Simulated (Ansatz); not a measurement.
The starting structures come from a database of crystals and need not be the phases stable at ambient conditions.

 Where the default PAW files enter, the runs use the earlier of Ansatz's two default sets.

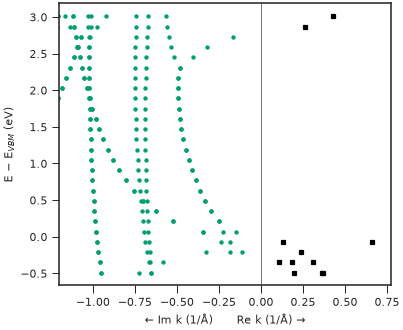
Figure. Complex bands at the centre of the two-dimensional zone; r2SCAN (Ansatz, a program for electronic structure)

The gap is the functional's own. No spin-orbit coupling. Mid-gap values are interpolated on the energy grid.

This is Li2O2 (P6_3/mmc, not sure to be the ambient phase, 8 atoms a cell, 7.9 Å³ an atom) along the normal of (100). Read off the slowest decay at the centre of the two-dimensional zone at 1.33 eV, the computed energy nearest the middle of the gap.

κ ≈ 0.46 1/Å, a decay length 1/(2κ) of the density of 1.1 Å.
